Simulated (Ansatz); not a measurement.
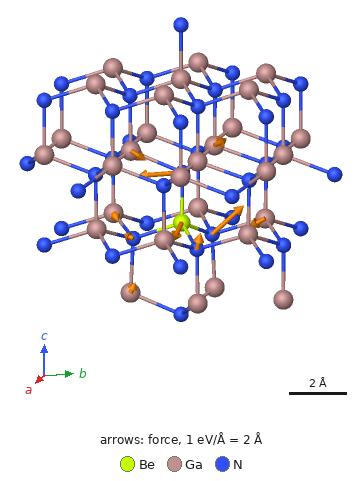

Starting geometry of a defect cell of composition BeGa₃₅N₃₆ (cell charge −1) with the computed forces as orange arrows. A ball-and-stick model of the atoms within 5.8 Å of the atom that moves most (axes of the cell of the calculation), seen slightly off an axis.

Case: Be on a Ga site (b), charge -1, atoms relaxed at the host's cell.

All numbers below come from DFT PBE, scalar-relativistic, plane waves, PAW in Ansatz 0.2.0. Settings: plane-wave cutoff 420 eV; k-point mesh 2 × 2 × 2; occupations gaussian; smearing width 0.01 eV; no spin polarisation; atoms relaxed in a fixed cell; force threshold 0.025 eV/Å; at most 45 steps.

### Is this structure relaxed? If not, where do the atoms go?

It isn't relaxed: the largest force vector, on an N atom, is 0.83 eV/Å. The atoms end up moving mostly along the starting forces (cosine between the two patterns 0.85). After 2 accepted moves (3 points after the start) the energy has fallen by 56.7 meV per cell of the calculation. The largest force component goes from 0.83 to 0.014 eV/Å. 1 step only repeated the SCF at the same geometry. The largest move is that of an N atom, 0.052 Å roughly along [−1 −3 0]. Largest moves by element: N 0.052 Å, Be 0.040 Å, Ga 0.005 Å. The cell doesn't change. Among the contacts that change: Ga–N 2.003 → 1.955 Å, Ga–N 1.920 → 1.956 Å, Ga–N 1.941 → 1.964 Å, Be–N 1.870 → 1.847 Å. Among the angles between lasting bonds that change: N–Be–N 106.8° → 109.7°, Be–N–Ga 109.9° → 112.6°, Be–N–Ga 114.3° → 111.8°.

Limits of the set-up: the cell is charged, on a uniform background, and energies carry no finite-size correction.
